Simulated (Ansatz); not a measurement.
## Si₂H₇Cl₃O: single-point calculation

- system: Si₂H₇Cl₃O
- method: RKS PBE0-D4/def2-TZVPP (Ansatz 0.2.0)

The geometry is the product side of a reaction. The reaction was set up to form Si1–Cl7, H6–O9 and Si2–H8 and to break Si1–Si2, H6–Cl7 and H8–O9 (atoms counted from 1 in the order of the input); sticks are drawn by distance alone. The geometry comes from this level: PBE0-D4/def2-TZVP.

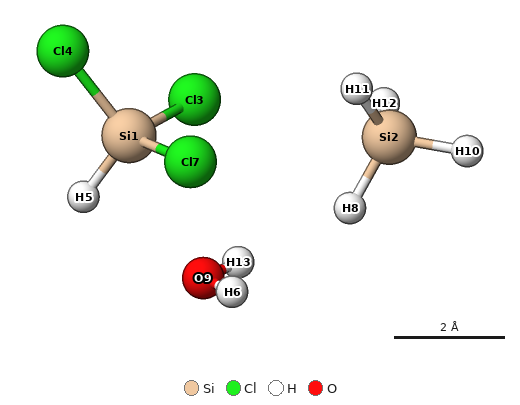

Fig. 1: The input geometry (ball-and-stick view, seen at a tilt; atoms are numbered from 1 in the order of the input). Bond lengths as drawn: Cl–Si 2.04 Å, H–O 0.96 Å and H–Si 1.46 to 1.49 Å.

## Input
```yaml
crystal:
  periodic: [false, false, false]
  atoms:
    - {symbol: Si, position_ang: [-2.280709, -0.260115, 0.565012]}
    - {symbol: Si, position_ang: [1.909443, 0.730728, -1.560766]}
    - {symbol: Cl, position_ang: [-1.257188, -1.220320, -0.914641]}
    - {symbol: Cl, position_ang: [-4.168367, 0.081040, -0.125142]}
    - {symbol: H, position_ang: [-2.365465, -1.075380, 1.776863]}
    - {symbol: H, position_ang: [0.735424, -0.214616, 2.207440]}
    - {symbol: Cl, position_ang: [-1.427597, 1.552879, 0.933586]}
    - {symbol: H, position_ang: [1.917847, 0.320705, -0.131878]}
    - {symbol: O, position_ang: [0.325255, -1.061177, 2.012251]}
    - {symbol: H, position_ang: [3.180257, 1.438520, -1.859752]}
    - {symbol: H, position_ang: [0.758875, 1.631255, -1.808598]}
    - {symbol: H, position_ang: [1.804885, -0.480861, -2.411192]}
    - {symbol: H, position_ang: [0.867340, -1.442556, 1.316717]}
basis:
  gaussian: {orbitals: def2-TZVPP}
hamiltonian: {xc: pbe0, dispersion: d4}
output: {orbitals: {seedname: orbitals}}
```

Run on 4 CPU threads, shared host.

Run as:
```bash
ansatz run in.yaml --threads 4 --pin off --events-out ev --progress --plain --max-ram 66560MiB --backend cuda --devices 0, --max-vram 37GiB
```

## What the program printed
```
Functional definition: PBE0
  name "PBE0"
  cite "Adamo & Barone, J. Chem. Phys. 110, 6158 (1999) doi:10.1063/1.478522"
  cite "Perdew, Burke & Ernzerhof, Phys. Rev. Lett. 77, 3865 (1996) doi:10.1103/PhysRevLett.77.3865"
  parent pbe
  parameter a = 0.25
  parameter kappa = 0.804
  parameter beta = 0.06672455060314922
  exchange = (1 - a)*pbe_x(kappa = kappa, mu = beta*pi^2/3) + a*exact_x
  correlation = pbe_c(beta = beta)
2121 factors; their error is unknown
mean field evaluation 1: about -55465.0905 eV, gradient 5.2e1 eV
mean field evaluation 2: about -55459.8547 eV, gradient 7.5e1 eV
mean field evaluation 4: about -55469.4944 eV, gradient 1.9e0 eV
mean field evaluation 8: about -55469.4979 eV, gradient 2.0e-1 eV
mean field evaluation 16: about -55469.6311 eV, gradient 1.8e-4 eV
mean field -55469.63107040 eV, -2038.4713431708 hartree, gradient 5.2e-5 eV, S^2 0.000000; 0 other end points of the search recorded, 0 dependent functions left out
reference -55469.63111155 eV, -2038.4713446832 hartree; 47, 47 occupied and 292, 292 virtual orbitals, 2121 factors
Total energy: -55469.96321779 eV, -2038.4835493623 hartree
```

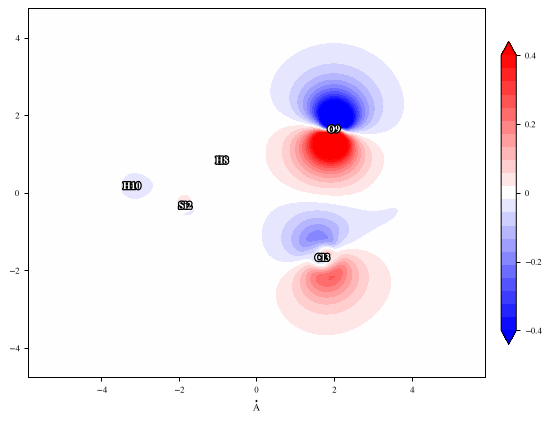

Fig. 2: One frontier orbital on the plane of atoms H8, Si2 and H10 (values in Å⁻³ᐟ²; the overall sign is arbitrary). The HOMO, at −9.11 eV.

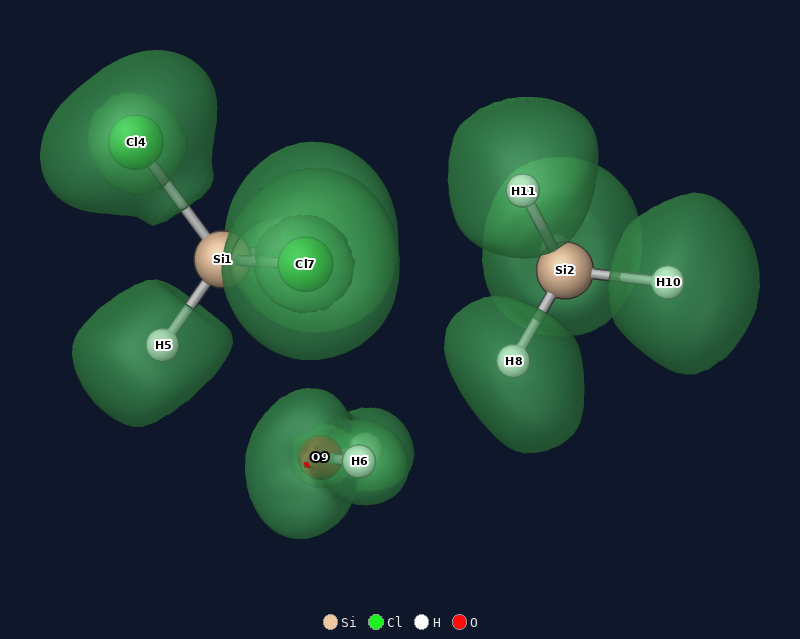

Fig. 3: Isosurface of the ELF at 0.75 (green), seen face on. Core shells and regions of very low density are left out. Along the contacts the grid gives the following. Si1···O9 (3.09 Å): the ELF is only about 0.05 between them; a non-bonded, intermolecular contact.

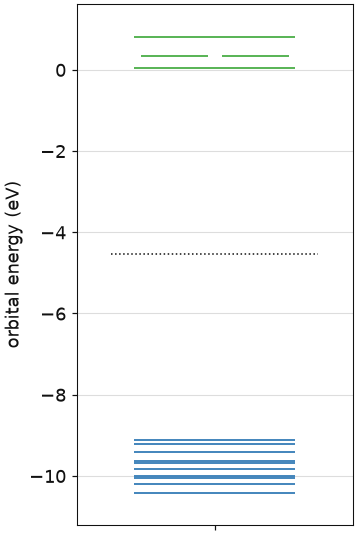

Fig. 4: Orbital energies near the frontier; the dotted line parts filled from empty levels, and levels within 0.02 eV of each other stand side by side. Highest filled −9.11 eV, lowest empty 0.05 eV, 9.16 eV apart.

## Results in brief

| quantity | value |
| --- | --- |
| outcome | converged |
| total energy | −55469.9632 eV |
| mean-field energy | −55469.6311 eV |
| dispersion energy | −0.3321 eV |
| SCF solution under orbital rotations | stable |
| HOMO | −9.11 eV |
| LUMO | 0.05 eV |
| wall time | 6 s (CPU time 4.8 s) |
| peak memory | 0.86 GiB |
